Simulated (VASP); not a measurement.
# TiSi2 (Zhiqinite) with PBE: from relaxation to properties, part 3 of 3

What structure does TiSi2 (Zhiqinite) take at this level, and what are its properties? The start is a cell from a database of measured crystal structures.

VASP 6.6.1; PBE; plane waves and PAW (Ti_sv, Si).

So far. Step 5 (Band structure (PBE)): There is no gap at this level. Step 5 (Band structure (PBE)): Of the bands kept, 4 cross the Fermi level on this path. The relaxed cell has a, b, c = 4.805, 8.239, 8.570 Å (conventional setting).

The database entry behind the starting cell is an old determination (1939), so it need not match the best structure at ambient conditions.

### Step 6. Density of states (PBE)

Here the states are counted by energy and projected on the atoms. The mesh is finer than in the run before.

Input file INCAR:

```
SYSTEM = TiSi2
PREC = Accurate
ENCUT = 400
EDIFF = 1E-06
NELM = 100
ISMEAR = -5
SIGMA = 0.05
LREAL = .FALSE.
ALGO = Normal
GGA = PE
NBANDS = 36
LASPH = .TRUE.
LORBIT = 11
LWAVE = .FALSE.
LCHARG = .FALSE.
KPAR = 4
NEDOS = 2001
```

Input file POSCAR:

```
TiSi2
1.0
    0.0000000000      4.1192781278      4.2852037828
    2.4023531321      0.0000000000      4.2852037828
    2.4023531321      4.1192781278      0.0000000000
Ti Si
2 4
Direct
    0.7500000000      0.7500000000      0.7500000000
    0.5000000000      0.5000000000      0.5000000000
    0.0872441169      0.4127558831      0.0872441169
    0.4127558831      0.0872441169      0.4127558831
    0.1627558831      0.8372441169      0.1627558831
    0.8372441169      0.1627558831      0.8372441169
```

Input file KPOINTS:

```
Automatic mesh
0
Gamma
11 11 11
0 0 0
```

PAW data sets: Ti_sv and Si (PBE family, release 64).

The run is started by

```
> mpirun -np 4 vasp_std
```

Output:

```text
[... set-up lines as in an earlier step ...]
 entering main loop
       N       E                     dE             d eps       ncg     rms          rms(c)
DAV:   1     0.350151780605E+03    0.35015E+03   -0.15359E+04 15576   0.986E+02
DAV:   2    -0.412453826406E+01   -0.35428E+03   -0.33832E+03 15692   0.320E+02
DAV:   3    -0.413879102570E+02   -0.37263E+02   -0.36435E+02 23864   0.924E+01
DAV:   4    -0.442556960652E+02   -0.28678E+01   -0.28348E+01 21528   0.227E+01
DAV:   5    -0.443822921175E+02   -0.12660E+00   -0.12654E+00 21868   0.423E+00    0.183E+01
DAV:   6    -0.414505165115E+02    0.29318E+01   -0.16467E+01 20512   0.326E+01    0.708E+00
DAV:   7    -0.407833863731E+02    0.66713E+00   -0.34492E+00 18284   0.159E+01    0.540E+00
DAV:   8    -0.407311134292E+02    0.52273E-01   -0.60075E-01 17984   0.655E+00    0.217E+00
DAV:   9    -0.406911255696E+02    0.39988E-01   -0.15377E-01 17948   0.366E+00    0.529E-01
DAV:  10    -0.406916495552E+02   -0.52399E-03   -0.86411E-03 19744   0.494E-01    0.316E-01
DAV:  11    -0.406912604818E+02    0.38907E-03   -0.44114E-03 20808   0.519E-01    0.204E-01
DAV:  12    -0.406910991211E+02    0.16136E-03   -0.92989E-04 18368   0.270E-01    0.226E-02
DAV:  13    -0.406910956934E+02    0.34277E-05   -0.30655E-05 19936   0.333E-02    0.131E-02
DAV:  14    -0.406910928683E+02    0.28251E-05   -0.27207E-06 17760   0.112E-02    0.349E-03
DAV:  15    -0.406910937017E+02   -0.83339E-06   -0.13225E-07  9888   0.282E-03
   1 F= -.40691094E+02 E0= -.40691094E+02  d E =0.000000E+00
 -----------------------------------------------------------------------------
|                                                                             |
|           W    W    AA    RRRRR   N    N  II  N    N   GGGG   !!!           |
|           W    W   A  A   R    R  NN   N  II  NN   N  G    G  !!!           |
|           W    W  A    A  R    R  N N  N  II  N N  N  G       !!!           |
|           W WW W  AAAAAA  RRRRR   N  N N  II  N  N N  G  GGG   !            |
|           WW  WW  A    A  R   R   N   NN  II  N   NN  G    G                |
|           W    W  A    A  R    R  N    N  II  N    N   GGGG   !!!           |
|                                                                             |
|     Tetrahedron method does not include variations of the Fermi             |
|     occupations, so forces and stress will be inaccurate. We suggest        |
|     using a different smearing scheme ISMEAR = 1 or 2 for metals in         |
|     relaxations.                                                            |
|                                                                             |
 -----------------------------------------------------------------------------
```

Elapsed: 3.9 min, on 4 MPI ranks of AMD EPYC 7571, shared host; peak memory 1.7 GiB; 15 min of CPU time.

OUTCAR, selected parts (step 6):

```text
   k-points           NKPTS =    216   k-points in BZ     NKDIM =    216   number of bands    NBANDS=     36

   NELECT =      40.0000    total number of electrons

 E-fermi :  10.0366

 k-point     1 :       0.0000    0.0000    0.0000
  band No.  band energies     occupation
    ...
     17       7.7986      2.00000
     18       7.9962      2.00000
     19       8.2769      2.00000
     20       8.7264      2.00000
     21       9.1592      2.00000
     22      12.0945      0.00000
     23      13.1180      0.00000
     24      13.3284      0.00000
     25      13.4478      0.00000
     26      13.4758      0.00000
    ...

  Total       -0.0290614      0.3720001     -0.2765138      0.0000000      0.0000000      0.0000000
  in kB       -0.5489947      7.0273932     -5.2235761      0.0000000      0.0000000      0.0000000
  external PRESSURE =       0.4182741 kB  Pullay stress =       0.0000000 kB

 POSITION                                       TOTAL-FORCE (eV/Angst)
 -----------------------------------------------------------------------------------
      3.60353      6.17892      6.42781         0.000000      0.000000      0.000000
      2.40235      4.11928      4.28520        -0.000000      0.000000     -0.000000
      1.20118      0.71877      2.14260        -0.000000     -0.019323      0.000000
      1.20118      3.40051      2.14260        -0.000000      0.019323      0.000000
      2.40235      1.34087      4.28520         0.000000      0.019323     -0.000000
      2.40235      6.89768      4.28520         0.000000     -0.019323     -0.000000
 -----------------------------------------------------------------------------------
    total drift:                               -0.000000     -0.000000      0.000000

  FREE ENERGIE OF THE ION-ELECTRON SYSTEM (eV)
  ---------------------------------------------------
  free  energy   TOTEN  =       -40.6910937017 eV

  energy  without entropy=      -40.6910937017  energy(sigma->0) =      -40.69109370

[... 7 parts as in an earlier step ...]

[... 9 further parts left out ...]
```

With tetrahedra the forces and stress of a metal are not exact derivatives of the energy.

This step gave:

```yaml
scf_cycles: 15
irreducible_k_points: 216
free_energy_toten: -40.69 eV
fermi_energy: 10.04 eV
pressure: 0.04183 GPa
dos_at_the_fermi_level: 2.389 states/eV/cell
```

The density of states has structure finer than the step of the table below, so its rows give means over 1 eV, whole bins alone (the curve runs from -12.0 to 3.55 eV). Peaks (eV: height): total -2.0: 4.85, -1.0: 5.69, 1.3: 4.15, 2.8: 8.73; Ti d -1.0: 2.26, 1.3: 2.49, 2.8: 5.73; Si p -4.6: 0.535, -2.0: 1.01, -1.5: 0.819, 2.6: 0.584; Si s -10.6: 0.560, -9.3: 0.550, -8.0: 0.604, -5.9: 0.566; Ti p -5.9: 0.0524, -2.0: 0.174, -1.5: 0.132, 2.6: 0.0563.

States under -12.0 eV and over 3.5 eV are left out. Table of density of states by energy, zero at the Fermi level; means over each step; values in states/eV/cell:

| energy (eV) | total | Ti d | Si p | Si s | Ti p | Ti s |
| --- | --- | --- | --- | --- | --- | --- |
| -11 | 1.01 | 0.00501 | 0.0304 | 0.356 | 0.0195 | 0.0247 |
| -10 | 0.931 | 0.0116 | 0.0429 | 0.318 | 0.0214 | 0.0126 |
| -9 | 1.17 | 0.0267 | 0.0782 | 0.373 | 0.0233 | 0.0175 |
| -8 | 1.60 | 0.0606 | 0.124 | 0.487 | 0.0298 | 0.0254 |
| -7 | 1.14 | 0.0559 | 0.106 | 0.328 | 0.0183 | 0.0196 |
| -6 | 1.48 | 0.0796 | 0.141 | 0.411 | 0.0297 | 0.0307 |
| -5 | 1.62 | 0.105 | 0.330 | 0.139 | 0.0358 | 0.0519 |
| -4 | 2.15 | 0.188 | 0.447 | 0.165 | 0.0544 | 0.0680 |
| -3 | 2.63 | 0.341 | 0.552 | 0.148 | 0.0883 | 0.0543 |
| -2 | 3.81 | 0.823 | 0.764 | 0.115 | 0.127 | 0.0235 |
| -1 | 4.66 | 1.77 | 0.643 | 0.0640 | 0.0866 | 0.0120 |
| 0 | 2.23 | 1.11 | 0.234 | 0.0273 | 0.0127 | 0.00251 |
| 1 | 2.94 | 1.71 | 0.208 | 0.0620 | 0.0247 | 0.0109 |
| 2 | 2.88 | 1.55 | 0.301 | 0.136 | 0.0206 | 0.0221 |
| 3 | 6.05 | 3.70 | 0.375 | 0.378 | 0.0426 | 0.0440 |

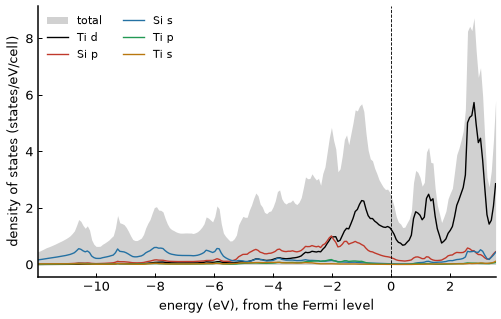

Density of states against energy.

The finer mesh and the other smearing move the Fermi level by -0.02 eV from the 7×7×7 run, a small shift, which tests the Fermi level alone. Of the states within 0.3 eV of the Fermi level, the largest shares in the PAW spheres are Ti d 51 % and Si p 10 %. The rest lies in smaller channels or between the spheres.

### Step 7. Field gradients at the nuclei (PBE)

Field gradients probe how far the charge around each nucleus departs from cubic symmetry; LASPH keeps the non-spherical terms inside the spheres.

Input file INCAR:

```
SYSTEM = TiSi2
PREC = Accurate
ENCUT = 400
EDIFF = 1E-07
NELM = 100
ISMEAR = 0
SIGMA = 0.05
LREAL = .FALSE.
ALGO = Normal
GGA = PE
NBANDS = 26
LASPH = .TRUE.
LORBIT = 11
LWAVE = .FALSE.
LCHARG = .FALSE.
KPAR = 4
LEFG = .TRUE.
```

POSCAR is that of step 6.

Input file KPOINTS:

```
Automatic mesh
0
Gamma
7 7 7
0 0 0
```

The run is started by

```
> mpirun -np 4 vasp_std
```

Output:

```text
[... set-up lines as in an earlier step ...]
 entering main loop
       N       E                     dE             d eps       ncg     rms          rms(c)
[... 13 cycles as in an earlier step ...]
DAV:  14    -0.406818485945E+02    0.97622E-06   -0.18800E-06  4462   0.116E-02    0.302E-03
DAV:  15    -0.406818484083E+02    0.18618E-06   -0.87256E-07  4224   0.641E-03    0.307E-04
DAV:  16    -0.406818484841E+02   -0.75740E-07   -0.28611E-08  2580   0.141E-03
ion   1
     0.0000000     0.0000000     0.0000000     1.8152998     0.0000000     2.5543749
     0.0000422     0.0000000     0.0000000     1.8152998     0.0000000     2.5543749
     0.0000581     0.0000000     0.0000000     1.8152998     0.0000000     2.5543749
     0.0000800     0.0000000     0.0000000     1.8152998     0.0000000     2.5543748
     0.0001102     0.0000000     0.0000000     1.8152998     0.0000000     2.5543748

     0.0000000     0.0000000     0.0000000     6.5570782     0.0000000     8.3619703
     0.0000422     0.0000000     0.0000000     6.5570590     0.0000000     8.3619611
     0.0000581     0.0000000     0.0000000     6.5570484     0.0000000     8.3619566
     0.0000800     0.0000000     0.0000000     6.5570312     0.0000000     8.3619496
     0.0001102     0.0000000     0.0000000     6.5570037     0.0000000     8.3619390

ion   2
     0.0000000     0.0000000     0.0000000     1.8152998     0.0000000     2.5543749
     0.0000422     0.0000000     0.0000000     1.8152998     0.0000000     2.5543749
     0.0000581     0.0000000     0.0000000     1.8152998     0.0000000     2.5543749
     0.0000800     0.0000000     0.0000000     1.8152998     0.0000000     2.5543748
     0.0001102     0.0000000     0.0000000     1.8152998     0.0000000     2.5543748

     0.0000000     0.0000000     0.0000000     6.5570782     0.0000000     8.3619703
     0.0000422     0.0000000     0.0000000     6.5570590     0.0000000     8.3619611
     0.0000581     0.0000000     0.0000000     6.5570484     0.0000000     8.3619566
     0.0000800     0.0000000     0.0000000     6.5570312     0.0000000     8.3619496
     0.0001102     0.0000000     0.0000000     6.5570037     0.0000000     8.3619390

ion   3
     0.0000000     0.0000000    -0.0000000     0.8327766    -1.1661070     0.5143193
     0.0000353     0.0000000    -0.0000000     0.8327766    -1.1661070     0.5143193
     0.0000487     0.0000000    -0.0000000     0.8327766    -1.1661070     0.5143193
     0.0000670     0.0000000    -0.0000000     0.8327766    -1.1661070     0.5143193
     0.0000923     0.0000000    -0.0000000     0.8327766    -1.1661070     0.5143193

     0.0000000     0.0000000    -0.0000000    10.3899509   -22.8247503     6.4346589
     0.0000353     0.0000000    -0.0000000    10.3899332   -22.8247098     6.4346479
     0.0000487     0.0000000    -0.0000000    10.3899223   -22.8246849     6.4346411
     0.0000670     0.0000000    -0.0000000    10.3899040   -22.8246432     6.4346298
     0.0000923     0.0000000    -0.0000000    10.3898738   -22.8245743     6.4346111

ion   4
     0.0000000     0.0000000     0.0000000     0.8327766     1.1661070     0.5143193
     0.0000353     0.0000000     0.0000000     0.8327766     1.1661070     0.5143193
     0.0000487     0.0000000     0.0000000     0.8327766     1.1661070     0.5143193
     0.0000670     0.0000000     0.0000000     0.8327766     1.1661070     0.5143193
     0.0000923     0.0000000     0.0000000     0.8327766     1.1661070     0.5143193

     0.0000000     0.0000000     0.0000000    10.3899509    22.8247503     6.4346589
     0.0000353     0.0000000     0.0000000    10.3899332    22.8247098     6.4346479
     0.0000487     0.0000000     0.0000000    10.3899223    22.8246849     6.4346411
     0.0000670     0.0000000     0.0000000    10.3899040    22.8246432     6.4346298
     0.0000923     0.0000000     0.0000000    10.3898738    22.8245743     6.4346111

ion   5
     0.0000000    -0.0000000    -0.0000000     0.8327766    -1.1661070     0.5143193
     0.0000353    -0.0000000    -0.0000000     0.8327766    -1.1661070     0.5143193
     0.0000487    -0.0000000    -0.0000000     0.8327766    -1.1661070     0.5143193
     0.0000670    -0.0000000    -0.0000000     0.8327766    -1.1661070     0.5143193
     0.0000923    -0.0000000    -0.0000000     0.8327766    -1.1661070     0.5143193

     0.0000000    -0.0000000    -0.0000000    10.3899509   -22.8247503     6.4346589
     0.0000353    -0.0000000    -0.0000000    10.3899332   -22.8247098     6.4346479
     0.0000487    -0.0000000    -0.0000000    10.3899223   -22.8246849     6.4346411
     0.0000670    -0.0000000    -0.0000000    10.3899040   -22.8246432     6.4346298
     0.0000923    -0.0000000    -0.0000000    10.3898738   -22.8245743     6.4346111

ion   6
     0.0000000    -0.0000000     0.0000000     0.8327766     1.1661070     0.5143193
     0.0000353    -0.0000000     0.0000000     0.8327766     1.1661070     0.5143193
     0.0000487    -0.0000000     0.0000000     0.8327766     1.1661070     0.5143193
     0.0000670    -0.0000000     0.0000000     0.8327766     1.1661070     0.5143193
     0.0000923    -0.0000000     0.0000000     0.8327766     1.1661070     0.5143193

     0.0000000    -0.0000000     0.0000000    10.3899509    22.8247503     6.4346589
     0.0000353    -0.0000000     0.0000000    10.3899332    22.8247098     6.4346479
     0.0000487    -0.0000000     0.0000000    10.3899223    22.8246849     6.4346411
     0.0000670    -0.0000000     0.0000000    10.3899040    22.8246432     6.4346298
     0.0000923    -0.0000000     0.0000000    10.3898738    22.8245743     6.4346111

   1 F= -.40681848E+02 E0= -.40680231E+02  d E =-.323529E-02
```

It took 67 s on 4 MPI ranks; peak memory 0.86 GiB; 4.4 min of CPU time.

From OUTCAR (step 7):

```text
   NELECT =      40.0000    total number of electrons

 E-fermi :  10.0520

 k-point     1 :       0.0000    0.0000    0.0000
  band No.  band energies     occupation
    ...
     17       7.7991      2.00000
     18       7.9971      2.00000
     19       8.2770      2.00000
     20       8.7261      2.00000
     21       9.1582      2.00000
     22      12.0934      0.00000
     23      13.1190      0.00000
     24      13.3307      0.00000
     25      13.4656      0.00000
     26      13.5369      0.00000

  Total       -0.0156992      0.0406299      0.0110368      0.0000000      0.0000000      0.0000000
  in kB       -0.2965719      0.7675325      0.2084936      0.0000000      0.0000000      0.0000000
  external PRESSURE =       0.2264847 kB  Pullay stress =       0.0000000 kB

 POSITION                                       TOTAL-FORCE (eV/Angst)
 -----------------------------------------------------------------------------------
      3.60353      6.17892      6.42781         0.000000     -0.000000      0.000000
      2.40235      4.11928      4.28520        -0.000000     -0.000000      0.000000
      1.20118      0.71877      2.14260         0.000000     -0.005145     -0.000000
      1.20118      3.40051      2.14260         0.000000      0.005145     -0.000000
      2.40235      1.34087      4.28520         0.000000      0.005145      0.000000
      2.40235      6.89768      4.28520         0.000000     -0.005145      0.000000
 -----------------------------------------------------------------------------------
    total drift:                               -0.000000     -0.000000      0.000000

  FREE ENERGIE OF THE ION-ELECTRON SYSTEM (eV)
  ---------------------------------------------------
  free  energy   TOTEN  =       -40.6818484841 eV

  energy  without entropy=      -40.6786131962  energy(sigma->0) =      -40.68023084

 Electric field gradients after diagonalization (V/A^2)
 (convention: |V_zz| > |V_xx| > |V_yy|)
----------------------------------------------------------------------
 ion       V_xx      V_yy      V_zz     asymmetry (V_yy - V_xx)/ V_zz
----------------------------------------------------------------------
   1      -7.119    -4.736    11.855       0.201
   2      -7.119    -4.736    11.855       0.201
   3      19.175    13.858   -33.033       0.161
   4      19.176    13.858   -33.034       0.161
   5      19.175    13.858   -33.033       0.161
   6      19.176    13.858   -33.034       0.161
----------------------------------------------------------------------

[... 10 parts as in an earlier step ...]

[... 7 further parts left out ...]
```

Numbers from this step:

- SCF cycles: 16
- bands: 26
- irreducible k-points: 64
- free energy (TOTEN): -40.68 eV
- Fermi energy: 10.05 eV
- pressure: 0.02265 GPa

Electric field gradients, by row:

```csv
atom,Vxx (V/Å²),Vyy (V/Å²),Vzz (V/Å²),asymmetry
Ti1,-7.119,-4.736,11.86,0.201
Ti2,-7.119,-4.736,11.86,0.201
Si3,19.18,13.86,-33.03,0.161
Si4,19.18,13.86,-33.03,0.161
Si5,19.18,13.86,-33.03,0.161
Si6,19.18,13.86,-33.03,0.161
```

The largest gradient, -33.03 V/Å², sits on Si4 and like sites; the stable nuclei of Si have no quadrupole moment in their ground state, so NMR and NQR don't see it.

### Step 8. What came out

* relaxed volume: 14.14 Å³/atom
* relaxed conventional cell a, b, c: 4.805, 8.239, 8.570 Å
* space group after relaxing, within 0.02 Å: Fddd (No. 70)
* band gap: none, a metal
* DOS at the Fermi level: 2.39 states/eV/cell
* largest field gradient Vzz: -33.03 V/Å² on Si4

In words: With PBE, TiSi2 (Zhiqinite) relaxes to 14.14 Å³/atom in space group Fddd (held by the symmetry of the run) and comes out as a metal. Against the listed cell the volume lies +1.3 % (a +0.7 %, b under 0.05 %, c +0.6 %). Band structure (PBE): Of the bands kept, 4 cross the Fermi level on this path. No search among competing phases was made, and a listed structure need not be the one stable at ambient conditions. All values are for a static lattice at zero temperature.

[Lines on the potential files, build, host, timing and source positions are cut from VASP's logs without a mark.]

[Logs are printed without paths, hosts, clocks, repeated set-up lines and the standing remarks that a program may print on its own settings, such as how far it seeks lower states.]

[Hosts, paths, dates, database ids (printed as entryN), source tags and the programs' standing remarks are cut or masked in the printed files.]

[A measured line is paired with the nearest computed mode of its activity, which favours agreement.]
